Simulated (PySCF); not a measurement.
# SiNH4Se (SMILES N[SiH][SeH]) at UPBE/cc-pVDZ

Aim: the vertical ionisation energy of SiNH4Se at UPBE/cc-pVDZ, from 2 runs. 

The calculation is run with PySCF 2.14.0.

**1. The structure to begin with**

SiNH4Se: 7 atoms, total charge 0, spin state doublet. SMILES: `N[SiH][SeH]`. Geometry: a GFN2-xTB relaxation, a rough one for these elements and not checked as a minimum. This is one conformer, not always the lowest.

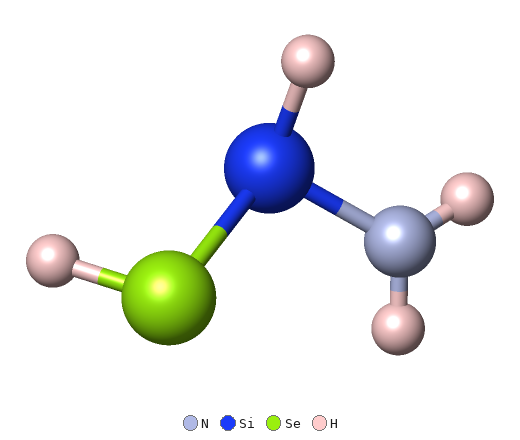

The structure, seen from a chosen angle (nitrogen light blue, silicon blue, selenium green, hydrogen pink).

**2. A single-point energy at UPBE/cc-pVDZ**

File job.py:

```python
from pyscf import gto, dft

mol = gto.M(
    atom='''
N   -1.061410   0.461570  -0.627200
Si   0.067750   0.234880   0.651650
Se   1.610590  -1.250310  -0.215820
H   -1.411460  -0.335320  -1.136200
H   -1.754620   1.188480  -0.576880
H    0.663280   1.560460   0.843840
H    1.885870  -1.859760   1.060600
''',
    basis='cc-pvdz',
    spin=1,
    verbose=4,
    max_memory=1860,
)

myscf = dft.UKS(mol)
myscf.xc = 'pbe'
myscf.conv_tol = 1e-10
myscf.grids.level = 4
myscf.kernel()
if not myscf.converged:
    myscf = myscf.newton().run(myscf.mo_coeff, myscf.mo_occ)

etot = myscf.e_tot
print('E(%s) = %.9f' % ('PBE', etot))
```

Launch:

```bash
$ OMP_NUM_THREADS=1 python job.py
```

Output:

```text
PySCF version 2.14.0

[INPUT] num. atoms = 7
[INPUT] num. electrons = 59
[INPUT] charge = 0
[INPUT] spin (= nelec alpha-beta = 2S) = 1
[INPUT] symmetry False subgroup None
[INPUT] Mole.unit = angstrom
[INPUT] Symbol           X                Y                Z      unit          X                Y                Z       unit  Magmom
[INPUT]  1 N     -1.061410000000   0.461570000000  -0.627200000000 AA   -2.005774205875   0.872240887315  -1.185236225327 Bohr   0.0
[INPUT]  2 Si     0.067750000000   0.234880000000   0.651650000000 AA    0.128028944939   0.443858872138   1.231440029073 Bohr   0.0
[INPUT]  3 Se     1.610590000000  -1.250310000000  -0.215820000000 AA    3.043573998963  -2.362743470805  -0.407840692204 Bohr   0.0
[INPUT]  4 H     -1.411460000000  -0.335320000000  -1.136200000000 AA   -2.667272835779  -0.633662964089  -2.147106822731 Bohr   0.0
[INPUT]  5 H     -1.754620000000   1.188480000000  -0.576880000000 AA   -3.315751252684   2.245901704523  -1.090145206739 Bohr   0.0
[INPUT]  6 H      0.663280000000   1.560460000000   0.843840000000 AA    1.253417543902   2.948842028339   1.594626492953 Bohr   0.0
[INPUT]  7 H      1.885870000000  -1.859760000000   1.060600000000 AA    3.563777806534  -3.514437057421   2.004243527714 Bohr   0.0

[... 44 lines left out ...]
WARN: HOMO -0.17164620480861 >= LUMO -0.171646204808611
[... 50 lines left out ...]
converged SCF energy = -2747.59346010453  <S^2> = 0.75187006  2S+1 = 2.0018692
E(PBE) = -2747.593460105
```

It took 21 s on 1 thread of Arm Neoverse V2, shared host; peak memory 0.41 GiB.

**3. The singlet cation, same level**

File mol.xyz:

```xyz
7
H4NSeSi
N     -1.061410     0.461570    -0.627200
Si     0.067750     0.234880     0.651650
Se     1.610590    -1.250310    -0.215820
H     -1.411460    -0.335320    -1.136200
H     -1.754620     1.188480    -0.576880
H      0.663280     1.560460     0.843840
H      1.885870    -1.859760     1.060600
```

File run.py:

```python
from pyscf import gto, dft

system = gto.M(
    atom='mol.xyz',
    verbose=4,
    charge=1,
    max_memory=1860,
    basis='cc-pvdz',
)

mf = dft.RKS(system, xc='pbe')
mf.grids.level = 4
mf.conv_tol = 1e-10
mf.kernel()
if not mf.converged:
    mf = mf.newton().run(mf.mo_coeff, mf.mo_occ)

etot = mf.e_tot
print(f'total energy: {etot:.8f} hartree')
```

Launch:

```bash
$ OMP_NUM_THREADS=1 python run.py
```

Output:

```text
PySCF version 2.14.0

[INPUT] num. atoms = 7
[INPUT] num. electrons = 58
[INPUT] charge = 1
[INPUT] spin (= nelec alpha-beta = 2S) = 0
[INPUT] symmetry False subgroup None
[INPUT] Mole.unit = angstrom
[INPUT] Symbol           X                Y                Z      unit          X                Y                Z       unit  Magmom
[INPUT]  1 N     -1.061410000000   0.461570000000  -0.627200000000 AA   -2.005774205875   0.872240887315  -1.185236225327 Bohr   0.0
[INPUT]  2 Si     0.067750000000   0.234880000000   0.651650000000 AA    0.128028944939   0.443858872138   1.231440029073 Bohr   0.0
[INPUT]  3 Se     1.610590000000  -1.250310000000  -0.215820000000 AA    3.043573998963  -2.362743470805  -0.407840692204 Bohr   0.0
[INPUT]  4 H     -1.411460000000  -0.335320000000  -1.136200000000 AA   -2.667272835779  -0.633662964089  -2.147106822731 Bohr   0.0
[INPUT]  5 H     -1.754620000000   1.188480000000  -0.576880000000 AA   -3.315751252684   2.245901704523  -1.090145206739 Bohr   0.0
[INPUT]  6 H      0.663280000000   1.560460000000   0.843840000000 AA    1.253417543902   2.948842028339   1.594626492953 Bohr   0.0
[INPUT]  7 H      1.885870000000  -1.859760000000   1.060600000000 AA    3.563777806534  -3.514437057421   2.004243527714 Bohr   0.0

nuclear repulsion = 231.142592450685
number of shells = 28
number of NR pGTOs = 172
number of NR cGTOs = 79
basis = cc-pvdz
ecp = {}

******** <class 'pyscf.dft.rks.RKS'> ********
method = RKS
initial guess = minao
damping factor = 0
level_shift factor = 0
DIIS = <class 'pyscf.scf.diis.CDIIS'>
diis_start_cycle = 1
diis_space = 8
diis_damp = 0
SCF conv_tol = 1e-10
SCF conv_tol_grad = None
SCF max_cycles = 50
direct_scf = True
direct_scf_tol = 1e-13
XC library pyscf.dft.libxc version 7.0.0
    S. Lehtola, C. Steigemann, M. J.T. Oliveira, and M. A.L. Marques.,  SoftwareX 7, 1–5 (2018)
XC functionals = pbe
    J. P. Perdew, K. Burke, and M. Ernzerhof.,  Phys. Rev. Lett. 77, 3865 (1996)
    J. P. Perdew, K. Burke, and M. Ernzerhof.,  Phys. Rev. Lett. 78, 1396 (1997)
    J. P. Perdew, K. Burke, and M. Ernzerhof.,  Phys. Rev. Lett. 77, 3865 (1996)
    J. P. Perdew, K. Burke, and M. Ernzerhof.,  Phys. Rev. Lett. 78, 1396 (1997)
radial grids:
    Treutler-Ahlrichs [JCP 102, 346 (1995); DOI:10.1063/1.469408] (M4) radial grids

becke partition: Becke, JCP 88, 2547 (1988); DOI:10.1063/1.454033
pruning grids: <function nwchem_prune>
grids dens level: 4
symmetrized grids: False
atomic radii adjust function: <function treutler_atomic_radii_adjust>
small_rho_cutoff = 0
Set gradient conv threshold to 1e-05
Initial guess from minao.
tot grids = 149816
init E= -2746.89188809808
  HOMO = -0.271590541798949  LUMO = -0.171646204808611  gap/eV = 2.71962
cycle= 1 E= -2747.24368541577  delta_E= -0.352  |g|=  0.5  |ddm|= 2.21
  HOMO = -0.385180697418654  LUMO = -0.352306250753317  gap/eV = 0.89456
cycle= 2 E= -2746.42026375178  delta_E= 0.823  |g|= 1.58  |ddm|= 1.78
  HOMO = -0.402857953006081  LUMO = -0.372121427362857  gap/eV = 0.83638
cycle= 3 E= -2747.17981634885  delta_E= -0.76  |g|= 0.56  |ddm|= 1.72
  HOMO = -0.424716674354081  LUMO = -0.363583114443829  gap/eV = 1.66353
cycle= 4 E= -2747.32492280993  delta_E= -0.145  |g|= 0.0987  |ddm|= 0.929
  HOMO = -0.41908108581585  LUMO = -0.36973948031374  gap/eV = 1.34265
cycle= 5 E= -2747.32867901998  delta_E= -0.00376  |g|= 0.0494  |ddm|= 0.179
  HOMO = -0.421227874133023  LUMO = -0.371845044282884  gap/eV = 1.34378
cycle= 6 E= -2747.32961926271  delta_E= -0.00094  |g|= 0.0127  |ddm|= 0.0666
  HOMO = -0.419848834368612  LUMO = -0.37126687301198  gap/eV = 1.32198
cycle= 7 E= -2747.32968577741  delta_E= -6.65e-05  |g|= 0.00357  |ddm|= 0.02
  HOMO = -0.42020647756459  LUMO = -0.371455643706031  gap/eV = 1.32658
cycle= 8 E= -2747.32969117555  delta_E= -5.4e-06  |g|= 0.000784  |ddm|= 0.00512
  HOMO = -0.42021116560714  LUMO = -0.371391123606549  gap/eV = 1.32846
cycle= 9 E= -2747.3296914217  delta_E= -2.46e-07  |g|= 0.000169  |ddm|= 0.00102
  HOMO = -0.420223159014423  LUMO = -0.37138622131177  gap/eV = 1.32892
cycle= 10 E= -2747.3296914287  delta_E= -7e-09  |g|= 0.000101  |ddm|= 0.00027
  HOMO = -0.420220386873401  LUMO = -0.371385112720076  gap/eV = 1.32888
cycle= 11 E= -2747.32969143266  delta_E= -3.96e-09  |g|= 2.5e-05  |ddm|= 0.000118
  HOMO = -0.420217994647776  LUMO = -0.371386257932186  gap/eV = 1.32878
cycle= 12 E= -2747.329691433  delta_E= -3.39e-10  |g|= 4.71e-06  |ddm|= 4.66e-05
  HOMO = -0.420217802174909  LUMO = -0.371386140977113  gap/eV = 1.32878
cycle= 13 E= -2747.32969143303  delta_E= -2.5e-11  |g|= 7.96e-07  |ddm|= 5.12e-06
  HOMO = -0.42021805844073  LUMO = -0.371386191380988  gap/eV = 1.32878
Extra cycle  E= -2747.32969143301  delta_E= 1.64e-11  |g|= 3.11e-06  |ddm|= 5.34e-06
converged SCF energy = -2747.32969143301
total energy: -2747.32969143 hartree
```

It took 12 s on 1 thread of Arm Neoverse V2, shared host; peak memory 0.4 GiB.

**4. Summary of results**

Level: UPBE/cc-pVDZ.

| quantity | value |
| --- | --- |
| doublet SiNH4Se: total energy | -2747.59346 Eh |
| doublet SiNH4Se: dipole moment | 2.07 D |
| doublet SiNH4Se: HOMO energy (highest over α and β) | -4.15 eV |
| doublet SiNH4Se: LUMO energy (lowest over α and β) | -2.86 eV |
| doublet SiNH4Se: ⟨S²⟩ | 0.752 |
| singlet cation: total energy | -2747.32969 Eh |
| singlet cation: HOMO energy | -11.43 eV |
| singlet cation: LUMO energy | -10.11 eV |
| singlet cation: HOMO–LUMO gap | 1.33 eV |
| vertical ionisation energy (to the singlet cation) | 7.178 eV |

What this shows: Removing an electron at fixed nuclei costs 7.18 eV (693 kJ/mol). Only the singlet of the ionised species was computed; a triplet could lie lower. Mulliken charges (singlet cation) run from -0.09 on N1 to +0.41 on Si2.
